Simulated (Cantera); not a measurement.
Input: 1 mol HCl, 1.2 mol O2, at 14.3 Torr.

Method: chemical equilibrium by Gibbs-energy minimisation in Cantera with the NASA 1993 tables (ideal gas, pure condensed phases). Candidate condensed phases: H2O; 29 gas species. Ions and electrons are included (thermal ionisation). Kinetics and transport are ignored.

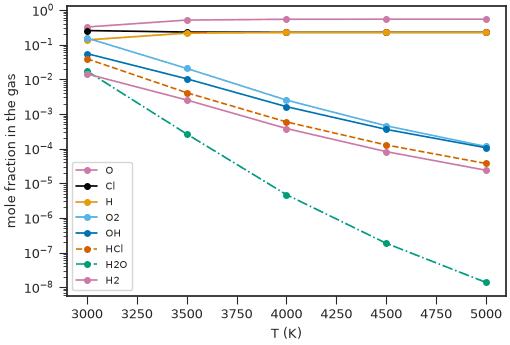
Fig. 1. Equilibrium gas composition (values under 1e-9 drawn at 1e-9)

Problem. Read off the mole fractions at 4000 K.

Solution. O about 0.54, Cl about 0.23, H about 0.23, O2 about 0.0025, OH about 0.0016, HCl about 0.00059, H2 about 0.00038, H2O about 4.7e-6.
